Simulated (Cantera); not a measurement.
Input: 1 mol FeS₂, a varied amount of H₂, at 1327 °C and 250000 Pa.

Cantera equilibrium calculation (NASA polynomials, part measured and part estimated; ideal gas, pure solids and liquids). Candidate condensed phases: Fe, FeS, FeS₂, S; 8 gas species. Metal and sulfide melt together well below either melting point, which pure phases cannot show. Mutual solubility and eutectic melting of coexisting phases are not modelled. FeS: taken at fixed stoichiometry. Equilibrium is a limit: real reactors are often held back by kinetics, nucleation or transport.

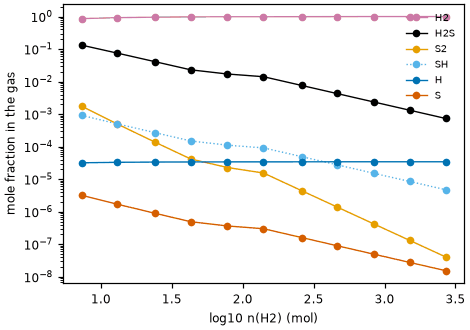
*Equilibrium gas composition (values under 1e-9 drawn at 1e-9)*

Question: Read off the mole fractions at 140 mol H₂.

Answer: H₂ about 0.99, H₂S about 0.014, SH about 9.2e-5, H about 3.4e-5, S₂ about 1.6e-5, S about 3.0e-7.
